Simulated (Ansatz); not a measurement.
Cost and result by functional for the surface energy of the (110) surface of zinc-blende InP in its 1x1 cell (cut with top plane In + P, bottom plane In + P), outermost plane spacing 2.11 Å in the ideal cut, in Ansatz (plane waves, PAW). Single points on the PBE structure, on one kind of machine; costs are rough ratios of the slab run's core time (references not counted) to the cheapest single point. r2SCAN's cost holds its higher cutoff (500 against 420 eV). Differences are taken against HSE06 for comparison alone: no measured value is at hand, so the table doesn't rank accuracy. HSE06 ran on a coarser k-mesh, which lowers its cost and carries part of its shift.

Set-up: 12 atoms, In6P6, 10.5 Å thick at the start; mesh 6x5x1; 0.025 eV smearing; dipole correction on; all atoms relaxed; start symmetry kept, larger cells not searched; no spin, no spin-orbit, no U. These notes are the PBE run's.

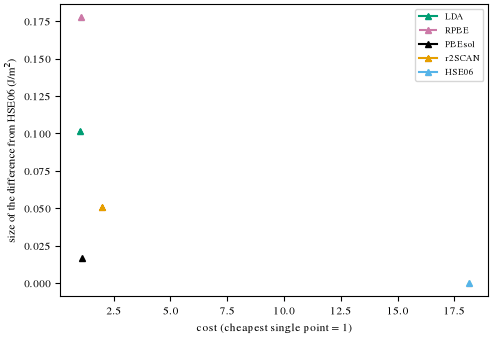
Difference from HSE06 against cost

| functional | relative cost | surface energy (J/m²) | less HSE06 (J/m²) |
|---|---|---|---|
| LDA | 1 | 0.76 | 0.10 |
| RPBE | 1 | 0.48 | -0.18 |
| PBEsol | 1 | 0.68 | 0.02 |
| r2SCAN | 2 | 0.71 | 0.05 |
| HSE06 | 20 | 0.66 | 0.00 |
| PBE (the relaxed run's value) | – | 0.58 | -0.08 |

The values span 0.28 J/m², while the single points' costs differ by a factor of roughly 20. Differences are of unrounded values.

Ansatz is a quantum-chemistry and plane-wave program.
